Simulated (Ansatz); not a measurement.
Three curves of one kind of scan: energy against volume (even scaling of the relaxed cell, symmetry kept). These are r2SCAN (plane waves to 500 eV, PAW, scalar-relativistic; Ansatz, a program for electronic structure) values and carry that method's errors. Each is measured from its own zero (the relaxed starting cell). 

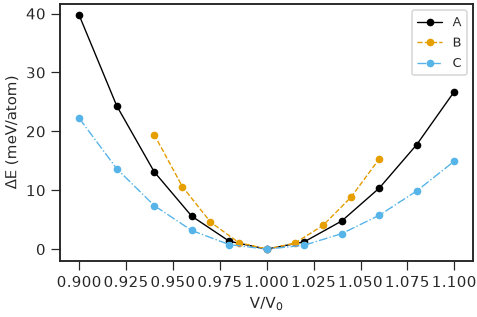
Fig. 1. Curves A, B and C.

| V/V₀ | ΔE (meV/atom) |
|---|---|
| 0.900 | 39.7 |
| 0.940 | 13.1 |
| 0.980 | 1.3 |
| 1.020 | 1.2 |
| 1.060 | 10.4 |
| 1.100 | 26.7 |

### Question
Which curve does this table belong to?

### Answer
Curve A, which is CsCdCl3 (cubic perovskite). The others: B is InSb (zinc blende); C is NaI (rock salt).

All were relaxed with their symmetry unable to fall. At this level the bands of InSb touch or barely overlap; measurements give the solid a gap. Spin-orbit coupling is left out.

(Under strain, the slope of the energy per volume gives the stress and its curvature an elastic modulus.)
